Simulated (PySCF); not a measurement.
**C2H10Si3: density, localisation and related maps**

```yaml
atoms:
  - { symbol: C, position_ang: [-2.3395, -0.6375, 2.1692] }
  - { symbol: C, position_ang: [-2.0968, -0.0772, 0.9949] }
  - { symbol: Si, position_ang: [-0.4743, 0.7322, 0.4905] }
  - { symbol: Si, position_ang: [0.6172, -0.5176, -1.1359] }
  - { symbol: Si, position_ang: [2.6346, 0.3290, -1.8860] }
  - { symbol: H, position_ang: [-3.2794, -1.1130, 2.4080] }
  - { symbol: H, position_ang: [-1.6014, -0.6409, 2.9554] }
  - { symbol: H, position_ang: [-2.8782, -0.1062, 0.2436] }
  - { symbol: H, position_ang: [0.3318, 0.9143, 1.7055] }
  - { symbol: H, position_ang: [-0.8127, 2.0796, 0.0045] }
  - { symbol: H, position_ang: [0.8119, -1.8956, -0.6512] }
  - { symbol: H, position_ang: [-0.2864, -0.7050, -2.2860] }
  - { symbol: H, position_ang: [2.4796, 1.6739, -2.4472] }
  - { symbol: H, position_ang: [3.6092, 0.4480, -0.7981] }
  - { symbol: H, position_ang: [3.2800, -0.4760, -2.9258] }
```

Geometry: GFN2-xTB.

Method: CAM-B3LYP/def2-SVPD, SCF density, gas phase (PySCF 2.14.0).

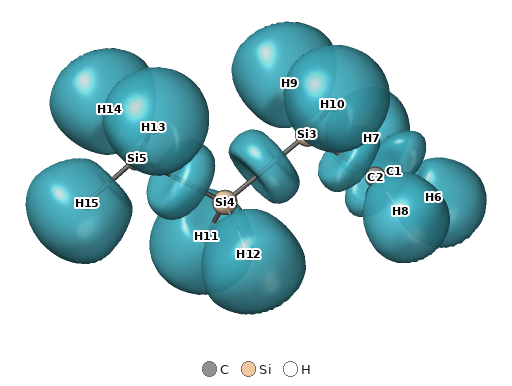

Figure 1. Isosurface of the electron localisation function at 0.75 (cyan), seen at a tilt. Core shells and regions of very low density are left out.

Q: Describe the localisation domains.

A: At this value the surface marks out one region between bonded C–C atoms (shared pairs), one region between bonded C–Si atoms (shared pairs), two regions between bonded Si–Si atoms (shared pairs) and ten regions around hydrogen nuclei.


C–C (1.32 Å): the ELF peaks at about 0.95 between the atoms: a short, multiple covalent bond. C–Si (1.88 Å): the ELF peaks at about 1 between the atoms (a covalent bond).

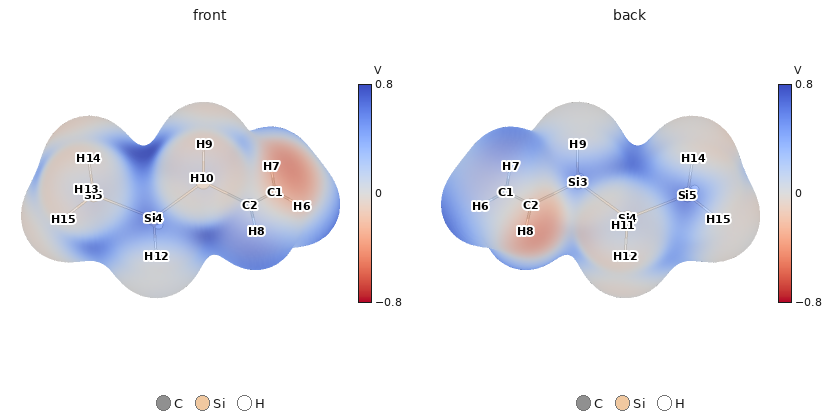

Figure 2. The electrostatic potential painted on the density surface at 0.001 e/bohr³, seen from the front and from behind; the colour scale runs from red (negative) to blue (positive).

Q: Describe the electrostatic potential map.

A: The most negative region (about −0.4 V, or −9 kcal/mol for a unit charge) lies over the π face of C1 and C2, the most positive (about +0.8 V, or +18 kcal/mol for a unit charge) over Si3 and Si5.

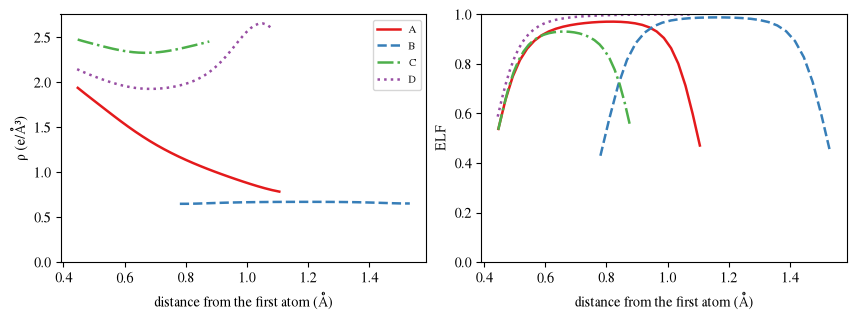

Figure 3. Total electron density and ELF along straight lines between neighbouring atoms. The curves leave out the atomic cores.

Q: Which curve belongs to which contact (C–C, C–H, C–Si and Si–Si)? The first atom named is at distance zero.

A: Curve A: C–Si (1.88 Å): ρ at the midpoint is about 0.95 e/Å³; the ELF peaks at about 1 between the atoms: a covalent bond. Curve B: Si–Si (2.31 Å): ρ at the midpoint is about 0.67 e/Å³; the ELF peaks at about 1 between the atoms; a covalent bond. Curve C: C–C (1.32 Å): ρ is about 2.3 e/Å³ halfway; the ELF peaks at about 0.95 between the atoms (a short, multiple covalent bond). Curve D: C–H (1.08 Å): the density is about 2 e/Å³ at the midpoint; the ELF climbs to about 1 towards the hydrogen, as it does in any bond to H (a covalent bond by its length).
